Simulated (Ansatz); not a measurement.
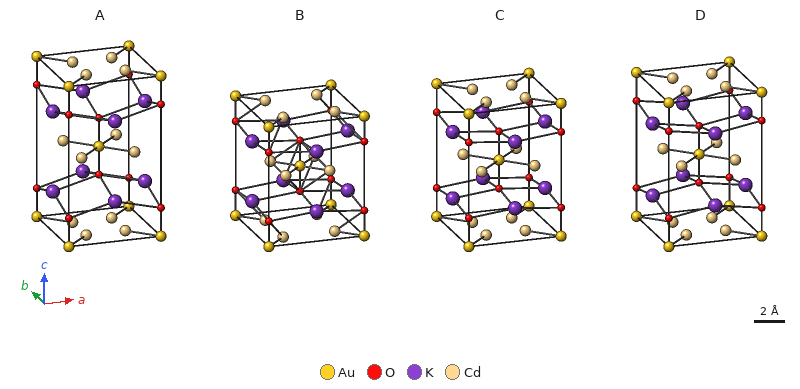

4 geometries from one relaxation of crystalline K2Cd4AuO2 (a generated structure, set up in I4/mmm), in shuffled order. A ball-and-stick model of the conventional cell (2 times the calculation's cell), seen from a free direction. Lengths and directions refer to the drawn axes.

The start is a swapped structure.

Theory: Ansatz 0.2.0, DFT, PAW plane waves, PBE. Settings: plane-wave cutoff 420 eV; k-point mesh 5 × 5 × 5; occupations methfessel paxton; smearing width 0.0973 eV; no spin polarisation; cell and atoms relaxed; at most 80 steps.

### Order the frames from highest to lowest energy.

B, C, D, A. They are steps 0, 3, 9, 18, at +9.335 eV per cell of the calculation, +0.392 eV per cell of the calculation, +0.110 eV per cell of the calculation relative to the last. After 15 accepted moves (18 points after the start) the energy has fallen by 9.335 eV per cell of the calculation. Largest force component: 6.3 eV/Å at the start, 0.0076 eV/Å at the end. Pressure: 28.02 GPa at the start and 0.01 GPa at the end. At 3 points the geometry stayed and the basis and grid were re-selected for the new cell (energy shift of 0.116 eV per cell of the calculation at most each time). The largest moves relative to the cell, 0.54 Å, are those of Cd atoms. Largest moves by element: Cd 0.54 Å, O 0.41 Å. K and Au stay in place. The drawn cell changes as follows: a = b 6.864 → 6.620 Å (−3.6 %), c 8.592 → 11.509 Å (+33.9 %); the volume changes by +24.6 %. Near-neighbour distances that change, for instance: Cd–Cd 3.707 → 2.813 Å, Cd–O 2.881 → 3.375 Å, Cd–K 3.247 → 3.726 Å, Au–Cd 2.233 → 2.692 Å. The space group stays I4/mmm (No. 139).
